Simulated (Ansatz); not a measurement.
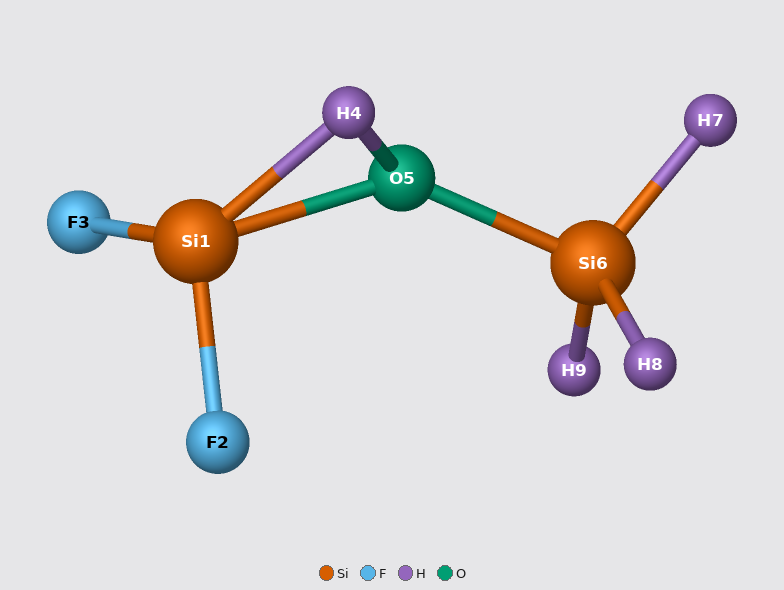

Sticks follow a distance rule. Harmonic vibrations computed with RKS PBE0-D4/def2-TZVP (Ansatz 0.2.0) at a stationary point of the same level.

Q: Is this a minimum or a saddle point?

A: A first-order saddle point: one imaginary frequency, 1499i cm⁻¹.

Q: List the wavenumbers.

A: 21 modes: 1499i, 57, 62, 99, 222, 287, 376, 550, 635, 711, 723, 820, 869, 898, 945, 955, 971, 1925, 2254, 2264, 2272 cm⁻¹.
